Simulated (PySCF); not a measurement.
**One shape, several levels: C2H4Ge (SMILES C#[C][GeH3])**

Aim: a comparison of 5 runs (HF/def2-SVP, B3LYP/6-31G*, B3LYP/pcseg-1, M06-2X/cc-pVTZ) of C2H4Ge. The job is set up through a Python script.

The results are computed with PySCF 2.14.0.

## Step 1: The structure to begin with

The species is C2H4Ge (7 atoms), meant as a singlet with charge 0. As SMILES, `C#[C][GeH3]`. Geometry: relaxed at PBE0-D4/def2-TZVP.

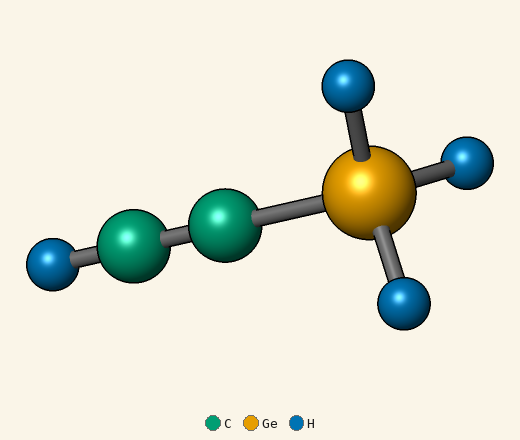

The structure, seen from a chosen angle (carbon teal, germanium amber, hydrogen blue).

## Step 2: Energy and forces at HF/def2-SVP (run 1)

input.xyz

```xyz
7
C2H4Ge
C     -0.810400    -1.833500     0.129100
C     -0.318200    -0.736700     0.047700
Ge     0.458400     0.991600    -0.081000
H     -1.245800    -2.803700     0.201200
H      0.128400     1.576300    -1.459100
H     -0.127400     1.876400     1.025300
H      1.976100     0.861500     0.091000
```

input.py

```python
# C#[C][GeH3]
import pyscf.grad
from pyscf import gto, scf

molecule = gto.M(
    atom='input.xyz',
    basis='def2-svp',
    verbose=3,
    max_memory=1860,
    spin=0,
)

mf = scf.RHF(molecule)
mf.conv_tol = 1e-10
mf.kernel()
if not mf.converged:
    mf = mf.newton().run(mf.mo_coeff, mf.mo_occ)

e_tot = mf.e_tot
print('E(%s) = %.9f' % ('HF', e_tot))
grad = mf.Gradients().kernel()
dip = mf.dip_moment()
pop, q = mf.mulliken_pop()
```

Run with:

```
OMP_NUM_THREADS=1 python input.py
```

Output:

```text
converged SCF energy = -2153.03787860928
[... 11 lines left out ...]
Dipole moment(X, Y, Z, Debye): -0.05157, -0.11653,  0.00849
[... 88 lines left out ...]
charge of    6H =     -0.11976
```

Run time: 13 s. Hardware: 1 thread of Intel Xeon at 2.50GHz (Skylake/Cascade Lake), shared host; peak memory 0.16 GiB.

## Step 3: Energy and forces at B3LYP/6-31G(d) (spherical functions) (run 2)

geometry.xyz

```xyz
7

C     -0.810400    -1.833500     0.129100
C     -0.318200    -0.736700     0.047700
Ge     0.458400     0.991600    -0.081000
H     -1.245800    -2.803700     0.201200
H      0.128400     1.576300    -1.459100
H     -0.127400     1.876400     1.025300
H      1.976100     0.861500     0.091000
```

calc.py

```python
# C#[C][GeH3]
from pyscf import gto, dft

mol = gto.M(
    atom='geometry.xyz',
    spin=0,
    max_memory=1860,
    verbose=3,
    basis='6-31g*',
)

ks = dft.RKS(mol)
ks.xc = 'b3lyp'
ks.conv_tol = 1e-10
ks.grids.level = 5
ks.kernel()
if not ks.converged:
    ks = ks.newton().run(ks.mo_coeff, ks.mo_occ)

e_final = ks.e_tot
print('E = %.10f Eh' % e_final)
grad = ks.nuc_grad_method().kernel()
dip = ks.dip_moment()
pop, q = ks.mulliken_pop()
```

Run with:

```
OMP_NUM_THREADS=1 python calc.py
```

Output:

```text
converged SCF energy = -2155.29502647302
[... 11 lines left out ...]
Dipole moment(X, Y, Z, Debye): -0.00957, -0.02265,  0.00156
[... 76 lines left out ...]
charge of    6H =      0.03987
```

Run time: 39 s. Hardware: 1 thread of Intel Xeon at 2.50GHz (Skylake/Cascade Lake), shared host; peak memory 0.67 GiB.

## Step 4: Energy and forces at B3LYP/6-31G(d) (Cartesian functions) (run 3)

input.py

```python
# C#[C][GeH3]
import pyscf.grad
from pyscf import gto, dft

molecule = gto.Mole()
molecule.atom = [
    ('C', (-0.810400, -1.833500, 0.129100)),
    ('C', (-0.318200, -0.736700, 0.047700)),
    ('Ge', (0.458400, 0.991600, -0.081000)),
    ('H', (-1.245800, -2.803700, 0.201200)),
    ('H', (0.128400, 1.576300, -1.459100)),
    ('H', (-0.127400, 1.876400, 1.025300)),
    ('H', (1.976100, 0.861500, 0.091000)),
]
molecule.max_memory = 1860
molecule.charge = 0
molecule.verbose = 3
molecule.cart = True
molecule.basis = '6-31g*'
molecule.build()

myscf = dft.RKS(molecule)
myscf.xc = 'b3lyp'
myscf.conv_tol = 1e-10
myscf.grids.level = 5
myscf.kernel()
if not myscf.converged:
    myscf = myscf.newton().run(myscf.mo_coeff, myscf.mo_occ)

etot = myscf.e_tot
print('E = %.10f Eh' % etot)
grad = myscf.Gradients().kernel()
myscf.analyze()
```

Run with:

```
OMP_NUM_THREADS=1 python input.py
```

Output:

```text
converged SCF energy = -2155.30209017354
[... 19 lines left out ...]
MO #8   energy= -6.24505189692259  occ= 2
[... 12 lines left out ...]
MO #21  energy= -0.358315130875037 occ= 2
[... 12 lines left out ...]
MO #34  energy= 0.183616385514203  occ= 0
[... 12 lines left out ...]
MO #47  energy= 0.870018429566784  occ= 0
[... 12 lines left out ...]
MO #60  energy= 1.94747072837097   occ= 0
[... 12 lines left out ...]
MO #73  energy= 86.7034778144264   occ= 0
[... 8 lines left out ...]
Dipole moment(X, Y, Z, Debye): -0.01512, -0.03495,  0.00248
```

Run time: 40 s. Hardware: 1 thread of Intel Xeon at 2.50GHz (Skylake/Cascade Lake), shared host; peak memory 0.72 GiB.

Run 4 isn't shown in full; the table further down has it.

## Step 5: Energy and gradient at M06-2X/cc-pVTZ (run 5)

input.py

```python
import pyscf.grad
from pyscf import gto, dft

system = gto.Mole()
system.atom = '''
C     -0.810400    -1.833500     0.129100
C     -0.318200    -0.736700     0.047700
Ge     0.458400     0.991600    -0.081000
H     -1.245800    -2.803700     0.201200
H      0.128400     1.576300    -1.459100
H     -0.127400     1.876400     1.025300
H      1.976100     0.861500     0.091000
'''
system.max_memory = 1860
system.verbose = 4
system.basis = 'cc-pvtz'
system.charge = 0
system.build()

myscf = dft.RKS(system)
myscf.xc = 'm06-2x'
myscf.conv_tol = 1e-10
myscf.grids.level = 5
myscf.kernel()
if not myscf.converged:
    myscf = myscf.newton().run(myscf.mo_coeff, myscf.mo_occ)

energy = myscf.e_tot
print('E = %.10f Eh' % energy)
grad = myscf.Gradients().kernel()
dip = myscf.dip_moment()
pop, q = myscf.mulliken_pop()
```

Run with:

```
OMP_NUM_THREADS=1 python input.py
```

Output:

```text
PySCF version 2.14.0

[... 76 lines left out ...]
converged SCF energy = -2155.5726113791
[... 15 lines left out ...]
Dipole moment(X, Y, Z, Debye):  0.00770,  0.01560, -0.00130
[... 167 lines left out ...]
charge of    6H =     -0.07273
```

Run time: 3.8 min. Hardware: 1 thread of Intel Xeon at 2.50GHz (Skylake/Cascade Lake), shared host; peak memory 2 GiB.

## Step 6: All runs side by side

| run | level | integration grid | Cartesian functions | energy (Eh) | dipole moment (D) | HOMO energy (eV) | LUMO energy (eV) | wall time |
| --- | --- | --- | --- | --- | --- | --- | --- | --- |
| 1 | HF/def2-SVP | – | no | -2153.037879 | 0.13 | -10.90 | 3.95 | 13 s |
| 2 | B3LYP/6-31G* (spherical functions) | 5 | no | -2155.295026 | 0.02 | -7.56 | 0.55 | 39 s |
| 3 | B3LYP/6-31G* (Cartesian functions) | 5 | yes | -2155.302090 | 0.04 | -7.57 | 0.55 | 40 s |
| 4 | B3LYP/pcseg-1 | 5 | no | -2155.344348 | 0.08 | -7.91 | 0.08 | 50 s |
| 5 | M06-2X/cc-pVTZ | 5 | no | -2155.572611 | 0.02 | -9.42 | 1.14 | 3.8 min |

## Step 7: Outcome

```
                       quantity           value
            run 5: total energy  -2155.57261 Eh
           run 5: dipole moment          0.02 D
             run 5: HOMO energy        -9.42 eV
             run 5: LUMO energy         1.14 eV
           run 5: HOMO–LUMO gap        10.56 eV
run 5: largest force on an atom      0.715 eV/Å
```

**Reading.** The dipole moment (its size) runs from 0.02 D (M06-2X/cc-pVTZ) to 0.13 D (HF/def2-SVP). The two ends differ in method and basis. The two dipoles point in opposite directions. The HOMO–LUMO gap runs from 7.99 eV (B3LYP/pcseg-1) to 14.85 eV (HF/def2-SVP). Totals of different functionals can't be ranked against each other. All runs together took 6.2 min, the longest 3.8 min.
